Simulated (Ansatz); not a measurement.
# Profile along the Na–H line in NaH (rock salt)

NaH (rock salt)

```cif
data_H4Na4
_chemical_formula_sum 'Na4 H4'
_space_group_name_H-M_alt 'Fm-3m'
_space_group_IT_number 225
_space_group_name_Hall '-F 4 2 3'
_cell_length_a 4.79151
_cell_length_b 4.79151
_cell_length_c 4.79151
_cell_angle_alpha 90.000
_cell_angle_beta 90.000
_cell_angle_gamma 90.000
loop_
_atom_site_label
_atom_site_type_symbol
_atom_site_symmetry_multiplicity
_atom_site_Wyckoff_symbol
_atom_site_fract_x
_atom_site_fract_y
_atom_site_fract_z
_atom_site_occupancy
Na1 Na 4 a 0.00000 0.00000 0.00000 1
H1 H 4 b 0.50000 0.50000 0.50000 1
```
(The calculation used a cell of 2 atoms; values per cell refer to that cell.)

Fields along a shortest Na–H line of a {100} plane (2.40 Å), from Na to H, interpolated on the slice's grid (step about 0.1 Å). Computed with PBEsol (plane waves to 420 eV, PAW, scalar-relativistic; Ansatz, a first-principles code). k mesh 12×12×12. Near the nuclei the fields are pseudised (PAW); where an atom keeps semicore shells as valence, they peak there. NaH was relaxed with its symmetry unable to fall.

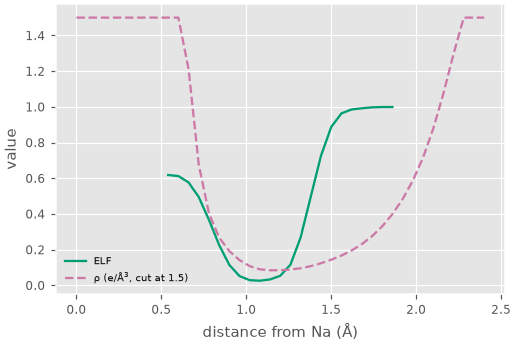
Figure. ELF (away from the nuclei) and valence density from Na to H.

Density on the Na–H line (2.40 Å) at its density minimum, 1.1 Å from Na: 0.08 e/Å³. ELF at that point: 0.0. Character of the Na–H contact (rough rule: ELF there above 0.7 covalent, below 0.2 ionic, polar between): closed-shell (ionic).
